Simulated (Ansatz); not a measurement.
# C₂H₆BFGaN: what the fields show

```yaml
atoms:
  - { symbol: C, position_ang: [-0.7217, -1.8663, -1.2197] }
  - { symbol: Ga, position_ang: [-0.5151, -0.8275, 2.0134] }
  - { symbol: N, position_ang: [0.3039, 0.8357, 1.3819] }
  - { symbol: B, position_ang: [0.5021, 2.2142, 1.4423] }
  - { symbol: C, position_ang: [0.9572, 1.4239, 0.2063] }
  - { symbol: F, position_ang: [0.1722, 1.4220, -0.9535] }
  - { symbol: H, position_ang: [-0.7860, -2.1954, -2.2740] }
  - { symbol: H, position_ang: [-1.6885, -2.0733, -0.7219] }
  - { symbol: H, position_ang: [-0.4975, -0.7831, -1.1965] }
  - { symbol: H, position_ang: [0.0826, -2.4394, -0.7184] }
  - { symbol: H, position_ang: [0.3000, 3.1795, 2.1325] }
  - { symbol: H, position_ang: [1.9677, 1.0546, -0.0582] }
```

At this geometry the atoms fall into two loosely joined parts.

These are results of RKS PBE-D4/def2-SVP in Ansatz 0.2.0, not measurements.

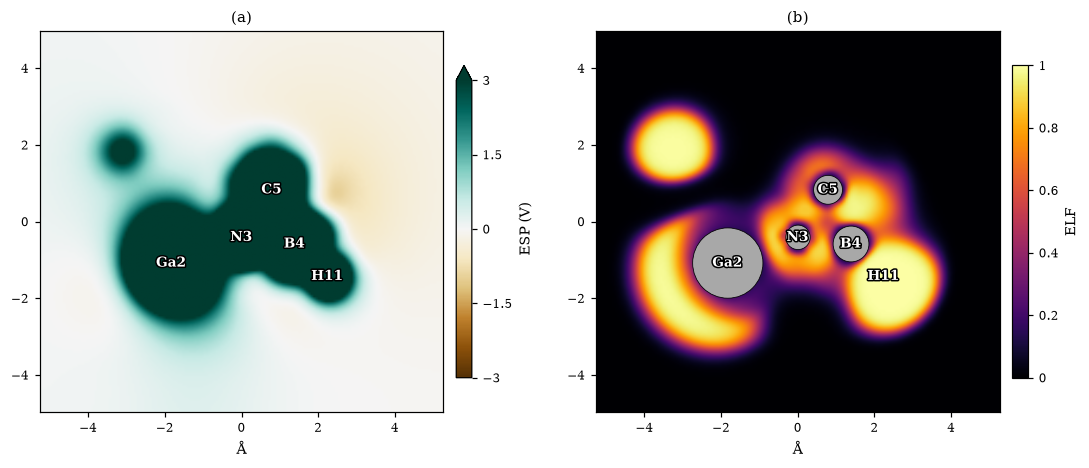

Figure 1. (a) molecular electrostatic potential; (b) electron localisation function on the plane of atoms N3, B4 and H11. Grey discs cover the atomic cores in the ELF map.

Q: What does the map show?

A: Atoms in the plane: Ga, N, B, C and H.
B–N (1.39 Å): the ELF peaks at about 0.85 between the atoms, as expected for a polar covalent bond.
C–N (1.47 Å): the ELF peaks at about 0.85 between the atoms: a shared electron pair.
C–B (1.54 Å): the ELF peaks at about 0.85 between the atoms, as expected for a shared electron pair.
Ga–N (1.96 Å): the ELF peaks at about 0.90 in the valence shell of N, 0.6 Å from its nucleus, and is about 0.30 at the midpoint.
B–H (1.20 Å): the ELF climbs to about 1 towards the hydrogen, as it does in any bond to H (a covalent bond by its length).
Outside the dense part of the molecule the potential is most negative (−1.0 V) near C5.

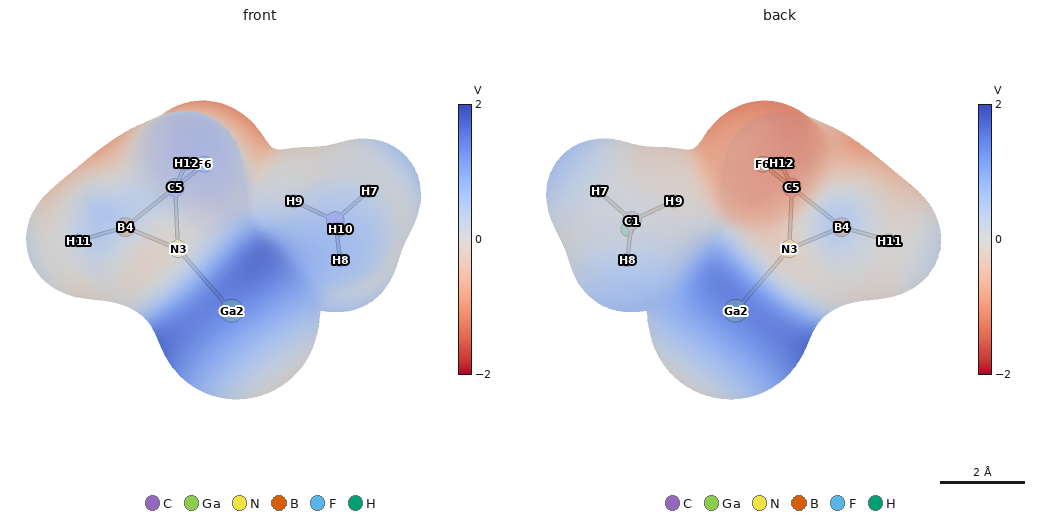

Figure 2. The molecular electrostatic potential painted on the density surface at 0.002 e/bohr³, seen from the front and from behind; the colour scale runs from red (negative) to blue (positive).

Q: Where is the surface potential most negative and most positive?

A: The most negative region (about −1.2 V) lies over F6, the most positive (about +1.7 V) over Ga2.

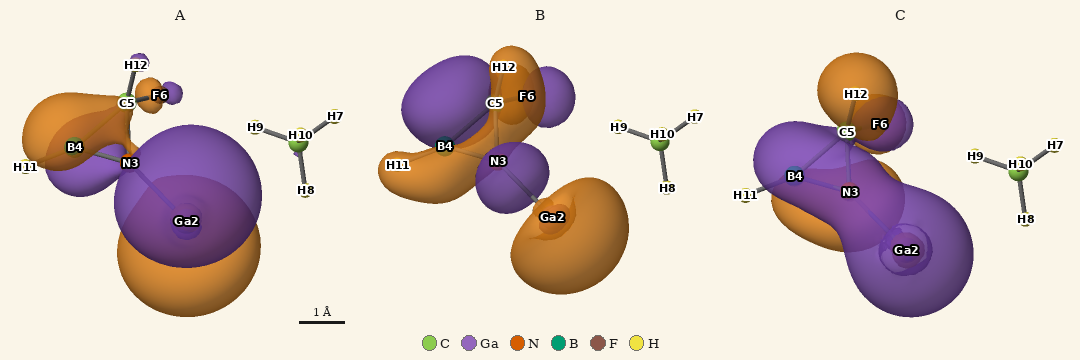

Figure 3. Three frontier orbitals at ±0.08 Å⁻³ᐟ² (orange and purple are the two phases), in no order.

Q: Order the three orbitals by energy and name them.

A: C is the HOMO−1 (−6.99 eV). By Hirshfeld shares it lies mainly on N3 (about 40 %), Ga2 (about 25 %), B4 (about 15 %), C5 (about 10 %), F6 (about 10 %) and H12 (about 5 %). B is the HOMO (−5.45 eV). By Hirshfeld shares it lies mainly on Ga2 (about 25 %), C5 (about 20 %), B4 (about 15 %), N3 (about 15 %) and F6 (about 10 %). A is the LUMO (−2.49 eV). By Hirshfeld shares it lies mainly on Ga2 (about 75 %) and B4 (about 10 %).

Q: What is the HOMO–LUMO gap?

A: 2.96 eV between the orbital energies.

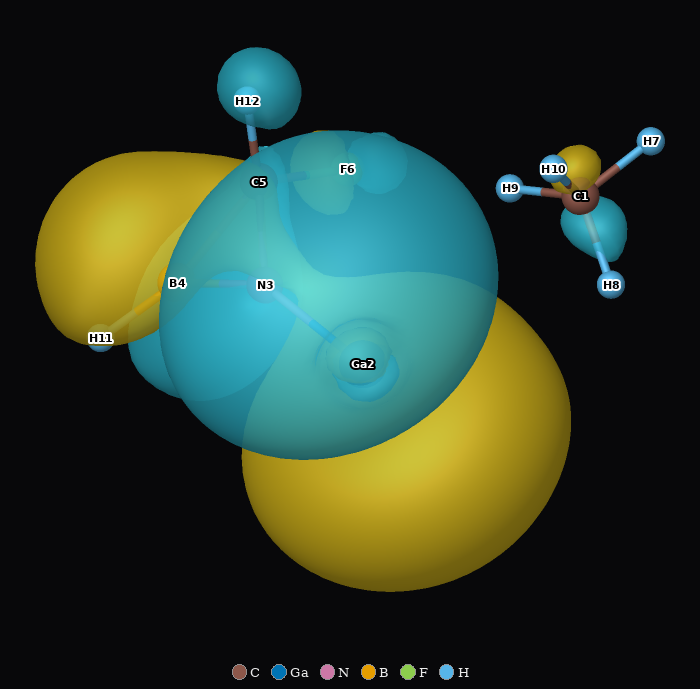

Figure 4. The LUMO at ±0.05 Å⁻³ᐟ² (yellow and cyan are the two phases), seen at a tilt.

Q: Where does this orbital lie, and at what energy?

A: By Hirshfeld shares it lies mainly on Ga2 (about 75 %) and B4 (about 10 %). Its energy is −2.49 eV.
